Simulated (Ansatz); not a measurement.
Formation energy of the bound charge states of C_N in beta Si3N4 (start: the N(1,3-fold) site; 84-site cell, 2×2×2 shifted sampling) against the Fermi level, Si-rich (Δμ(N) = -1.86 eV, Δμ(C) = -0.41 eV, bounded by 6H silicon carbide; only phases computed here count, gases as isolated molecules at 0 K). All values below come from PBE, PAW (plane waves to 420 eV; Ansatz, a first-principles code).

Details: 84-site cell; 2×2×2 shifted k-points; host gap 4.25 eV; charged states image-corrected; finite-size errors of tenths of an eV; flagged in the runs: a host whose relaxation on this sampling wasn't shown to rest.

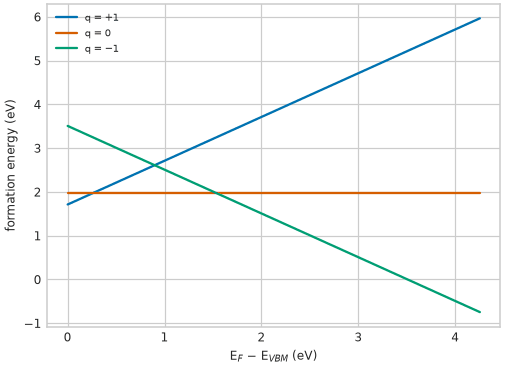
Formation energy of each charge state against the Fermi level

Crossings of the lowest lines: (+1/0) at 0.27 eV; (0/−1) at 1.52 eV. At the valence-band maximum: q = +1: 1.71 eV; q = 0: 1.98 eV; q = −1: 3.51 eV.
